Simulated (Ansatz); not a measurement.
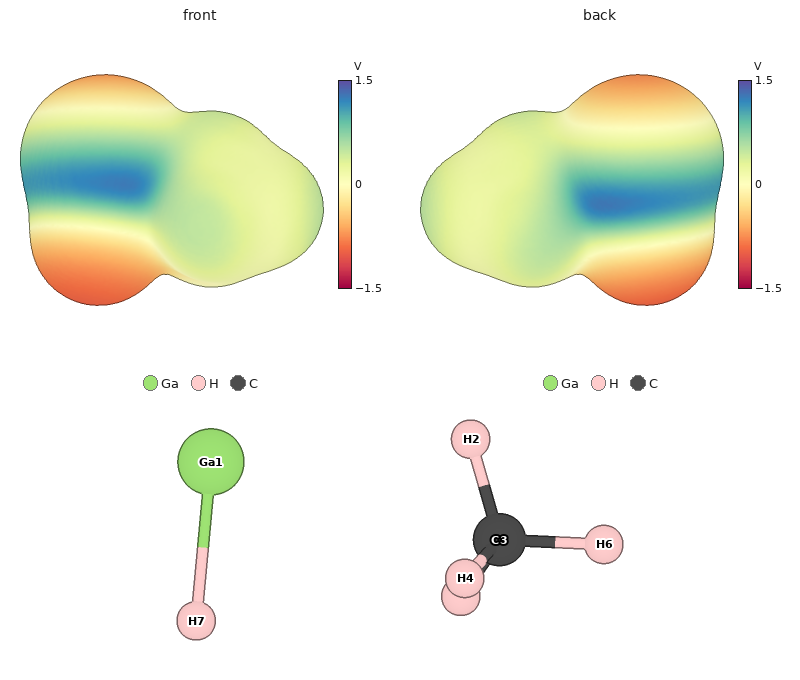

*GaH···CH₄. The electrostatic potential painted on the density surface at 0.001 e/bohr³, seen from the front and from behind; the colour scale runs from red (negative) to blue (positive). The bare structure is drawn below in the same view.*

Computed with RKS B3LYP-D4/def2-SVP (Ansatz 0.2.0).

```xyz
7

Ga   -1.0105    0.0910    0.3992
H     1.5666    0.1483    1.4158
C     2.1706    0.0299    0.4981
H     2.0648   -0.9918    0.1070
H     1.8459    0.7470   -0.2695
H     3.2242    0.2221    0.7476
H    -0.6515   -0.2464   -1.2211
```

Question: Where is the surface potential most negative and most positive?

Answer: The most negative region (about −0.9 V) lies over H7, the most positive (about +1.3 V) over Ga1.
